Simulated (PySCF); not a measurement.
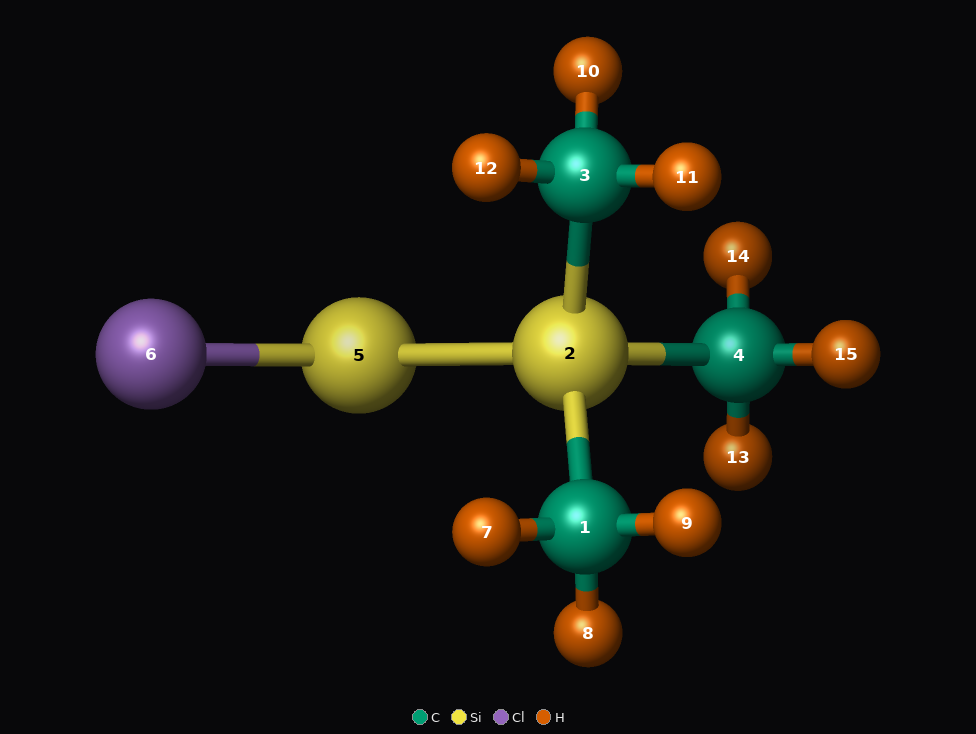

The atoms are numbered. State: neutral, triplet. The computed structure is the end point of a GFN2-xTB optimisation. No frequency run is at hand to confirm it as a minimum.

### Describe the coordination of atom 4.

C4 has 4 neighbours (Si2 at 1.91, H13 at 1.08, H14 at 1.08, H15 at 1.08 Å); the arrangement is tetrahedral.

### Describe the coordination of atom 2.

Si2 has 4 neighbours (C1 at 1.92, C3 at 1.92, C4 at 1.91, Si5 at 2.30 Å); the arrangement is tetrahedral.

### Describe the coordination of atom 5.

Si5 has 2 neighbours (Si2 at 2.30, Cl6 at 2.09 Å); the arrangement is bent.

### What is the geometry at C1?

C1 has 4 neighbours (Si2 at 1.92, H7 at 1.09, H8 at 1.09, H9 at 1.09 Å); the arrangement is tetrahedral.

### What is the dihedral angle C3–Si2–Si5–Cl6?

61° in size, that is gauche.

The spin state was imposed, and no run here compares it with a lower spin, which may lie lower.
